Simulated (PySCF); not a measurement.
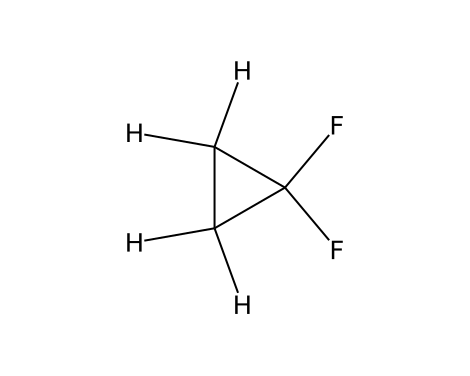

Source: calculation with PySCF.

A structural formula.

> Write the SMILES.

FC1(F)CC1

> Give the formula, hydrogens included.

C3H4F2.

> An optimisation with GFN2-xTB gave a structure of which point group?

C2v.
